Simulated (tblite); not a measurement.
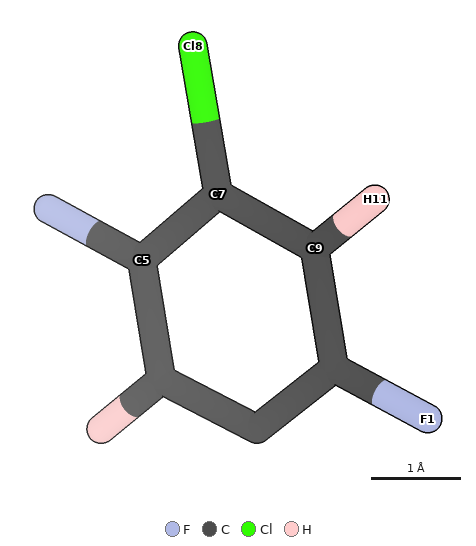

Fig. 1: The input geometry (stick view, seen at a tilt; atoms are numbered from 1 in the order of the input). Bond lengths as drawn: C–C 1.36 to 1.39 Å, C–Cl 1.72 Å, C–F 1.34 Å and C–H 1.08 Å.

# Run report: C6H2ClF2, frequency calculation

- system: C6H2ClF2, multiplicity 2
- method: GFN2-xTB harmonic vibrations, gas phase (tblite 0.8.0)

It belongs to a series of runs on one base structure; here: H removed from aryl C.

Input
```
{"job": {"kind": "ir", "xc": "GFN2-xTB", "basis": "xTB"}, "charge": 0, "multiplicity": 2}
F      2.505735    -1.408833     0.016422
C      1.283266    -0.869302     0.005345
C      0.142317    -1.620499    -0.019563
C     -1.110147    -1.093643    -0.031465
C     -1.229852     0.294852    -0.017027
F     -2.451974     0.841286    -0.028747
C     -0.095229     1.101079     0.009453
Cl    -0.255575     2.817894     0.029239
C      1.162196     0.518655     0.020380
H     -2.000241    -1.702511    -0.050679
H      2.054930     1.123693     0.040678
```

The first line tells a small driver script what to run in tblite; the rest is the geometry in Å.

Machine: 1 CPU thread, shared host.

Launch command:
```bash
OMP_NUM_THREADS=1 python <driver script> task.json out
```

What the program printed
```
mode    cm-1     km/mol
  1     129.4      2.95
  2     177.8      2.58
  3     187.1      0.04
  4     292.7     11.60
  5     357.7      0.92
  6     379.7      1.20
  7     401.2      1.38
  8     433.4      0.16
  9     498.5      1.98
 10     534.2      8.00
 11     607.2      0.44
 12     642.4      7.13
 13     747.4     43.98
 14     820.6     11.12
 15     833.1     40.00
 16     905.3     40.66
 17    1017.7     32.16
 18    1126.4     74.57
 19    1160.8      4.00
 20    1256.6     27.26
 21    1295.6      7.69
 22    1374.4      8.20
 23    1434.4    308.06
 24    1490.6     40.22
 25    1607.7     16.59
 26    3098.0      1.68
 27    3101.8      2.73
```

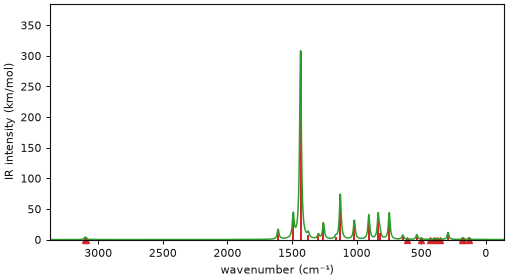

Fig. 2: Harmonic infrared spectrum, unscaled: sticks (degenerate modes added up, dark ones marked on the axis) with a Lorentzian envelope of 16 cm⁻¹ full width, scaled to the tallest stick. 27 modes from 129 to 3102 cm⁻¹, none imaginary. The strongest line is at 1434 cm⁻¹ (308 km/mol).

Key numbers

```csv
quantity,value
outcome,converged
total energy,−755.6027 eV
zero-point energy,37.0430 kcal/mol
peak memory,0.18 GiB
```
